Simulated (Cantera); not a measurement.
Input: 1 mol SiC, 1.8 mol O2, 8.9 mol N2, held at 0.360 bar.

Method: chemical equilibrium by Gibbs-energy minimisation in Cantera with the NASA 1993 tables (ideal gas, pure condensed phases). Candidate condensed phases: C, Si, SiC, SiO2, Si2N2O, Si3N4; 34 gas species. The tables hold silica as quartz up to 1696 K and as liquid above; real silica turns to tridymite and cristobalite and melts near 1996 K. Equilibrium is a limit: real reactors are often held back by kinetics, nucleation or transport.

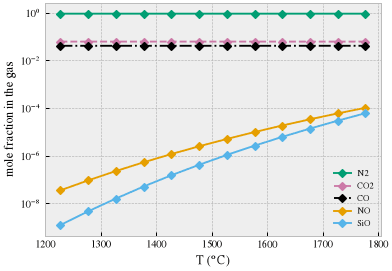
Equilibrium gas composition (values under 1e-9 drawn at 1e-9)

From 1227 °C to 1377 °C the condensed part is SiO2(β-quartz). From 1427 °C to 1677 °C the condensed part is SiO2(condensed). From 1727 °C to 1777 °C the condensed part is SiO2(l).
